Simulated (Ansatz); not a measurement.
PbF2 (fluorite)

```
CELL_PARAMETERS angstrom
      0.00000     3.00038     3.00038
      3.00038     0.00000     3.00038
      3.00038     3.00038     0.00000
ATOMIC_POSITIONS crystal
  Pb 0.00000 0.00000 0.00000
  F  0.75000 0.75000 0.75000
  F  0.25000 0.25000 0.25000
```

In this cell atom 1 (Pb, nearest neighbour F at 2.598 Å; its periodic images, 4.2 Å or more away, move with it) is moved by u·(1.000, 0.000, 0.000) + v·(0.000, 0.000, 1.000); the rest is frozen.

These are PBE (plane waves to 420 eV, PAW, scalar-relativistic; Ansatz, a first-principles code) values and carry that method's errors. k mesh 8×8×8 (Γ-centred), Fermi-Dirac smearing 0.05 eV. The energy includes the smearing's −TS. PbF2 was relaxed with its symmetry unable to fall. Spin-orbit coupling is left out, though Pb is heavy. ΔE is measured from the undisplaced structure. Axes are in Å.

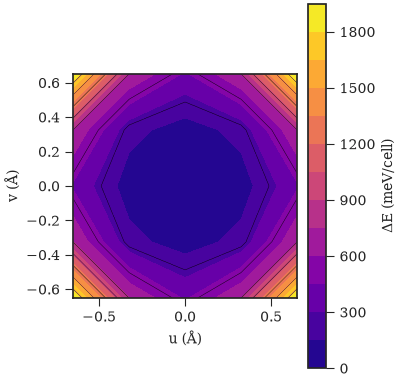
Figure: ΔE (meV/cell) over the 5×5 grid of computed points.

Highest place on the grid, met at several equal points: u = -0.650 Å, v = -0.650 Å; u = 0.650 Å, v = -0.650 Å; u = -0.650 Å, v = 0.650 Å; u = 0.650 Å, v = 0.650 Å (1939 meV/cell). Lowest place on the grid: u = 0.000 Å, v = 0.000 Å (0 meV/cell).

(A displaced cell: forces are minus the slopes of the energy, force constants its curvatures, and phonons follow from these.)
